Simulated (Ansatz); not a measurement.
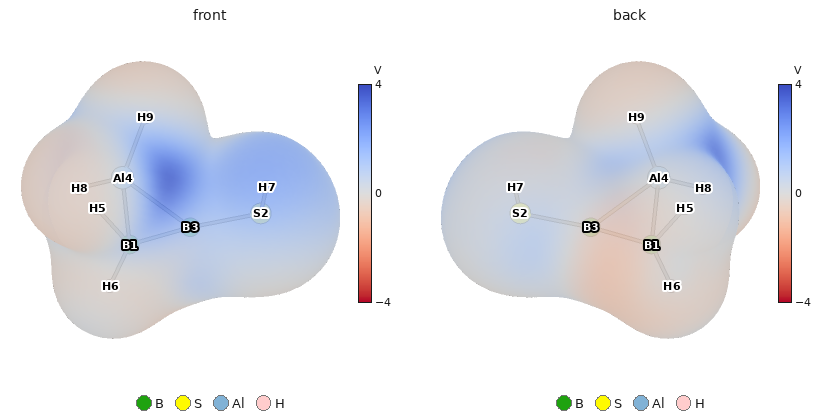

Figure. AlB$_{2}$H$_{5}$S. The electrostatic potential painted on the density surface at 0.002 e/bohr³, seen from the front and from behind; the colour scale runs from red (negative) to blue (positive).

Geometry: PBE0-D4/def2-TZVP.

Method: RKS PBE0-D4/def2-TZVPP in Ansatz 0.2.0.

```xyz
9

B    -1.4976    0.6259    0.4873
S     1.0153    0.2732    2.5375
B    -0.2412    0.4463    1.3498
Al   -0.1111   -0.2390   -0.9195
H    -1.9505   -0.3865   -0.0678
H    -1.9056    1.6774    0.0933
H     2.0993    0.2033    1.7382
H    -0.1737    0.3915   -2.3714
H     0.5942   -1.6402   -0.6653
```

**Which sites attract a positive test charge, and which a negative one?**

A positive charge is drawn to the negative regions and a negative charge to the positive ones. The most negative region (about −0.8 V) lies over H6, the most positive (about +3.1 V) over Al4.
